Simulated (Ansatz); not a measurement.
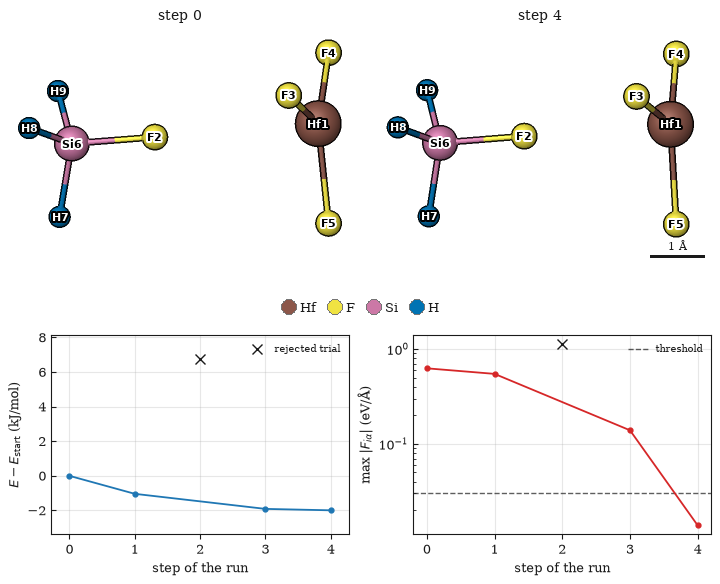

First and last geometry of a relaxation of HfSiH₃F₄ (multiplicity 2), with the history of the run. A ball-and-stick model, seen at a tilt.

The run prepares an end point of a later path (reaction) calculation, from a guessed geometry.

Method: UHF/def2-SVP in Ansatz 0.2.0.

Input
```yaml
crystal:
  periodic: [false, false, false]
  atoms:
    - { symbol: Hf, position_ang: [0.004136, 0.0, -0.631181] }
    - { symbol: F, position_ang: [-0.01718, 1.0e-06, 2.553574] }
    - { symbol: F, position_ang: [1.927343, 9.5e-05, -0.59684] }
    - { symbol: F, position_ang: [-0.953645, 1.668976, -0.564227] }
    - { symbol: F, position_ang: [-0.953482, -1.669068, -0.564216] }
    - { symbol: Si, position_ang: [-0.00338, 0.0, 4.16535] }
    - { symbol: H, position_ang: [-0.758441, -1.180101, 4.615108] }
    - { symbol: H, position_ang: [1.400163, -0.06629, 4.602308] }
    - { symbol: H, position_ang: [-0.643614, 1.246387, 4.614423] }
magnetization:
  spin_polarized: true
  initial_magnetization: 1
basis:
  gaussian: { orbitals: def2-SVP }
hamiltonian:
  xc: hf
relax:
  f_tol: 0.03
  max_steps: 50
```

Command:
```bash
ansatz run input.yaml --threads 4 --pin off --max-ram 5120MiB --backend cpu --events-out ev --progress --plain --runs-dir out
```

**What do the curves and the structures tell?**

It converged. Over 3 accepted moves (4 points after the start) the energy falls by 1.99 kJ/mol. Largest force component: 0.63 eV/Å at the start, 0.014 eV/Å at the end. The line search rejected the trial step at point 2 of the run. The largest moves after the best rigid fit, 0.24 Å, are those of F3, F4 and F5. Largest moves by element: F 0.24 Å, H 0.18 Å, Si 0.16 Å, Hf 0.15 Å. Some distances before and after: Hf1–F2 3.185 → 2.850 Å, F2–Si6 1.612 → 1.637 Å, Hf1–F3 1.924 → 1.928 Å.

Limits of the set-up: the start holds two separate molecules, 3.2 Å apart at their closest, whose relative position is a soft coordinate and is computed without a dispersion correction; Hartree-Fock leaves out electron correlation.
